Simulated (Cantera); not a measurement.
Charge: 1 mol Si₃H₈, 0.013 mol Cl₂, 3.3 mol N₂, held at 1.33 mbar.

Method: chemical equilibrium by Gibbs-energy minimisation in Cantera with the NASA 1993 tables (ideal gas, pure condensed phases). Candidate condensed phases: NH₄Cl, Si, Si₃N₄; 28 gas species. The feed counts by its element totals alone. N₂ is the only nitrogen source here; it is nearly inert below about 1500 K, so the nitride shown seldom forms there in practice. The tables' values for SiCl are old estimates; treat these amounts as uncertain. Equilibrium is a limit: real reactors are often held back by kinetics, nucleation or transport.

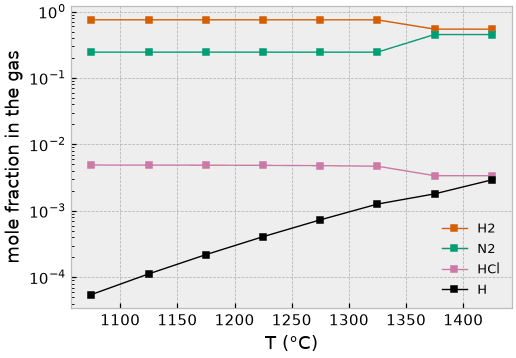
Equilibrium gas composition (values under 1e-9 drawn at 1e-9)

From 1075 °C to 1325 °C the condensed part is Si₃N₄(s). At 1375 °C the condensed part is Si(s). At 1425 °C the condensed part is Si(l). The main Si-bearing gas is SiCl₂ at 1075 °C and Si at 1425 °C.
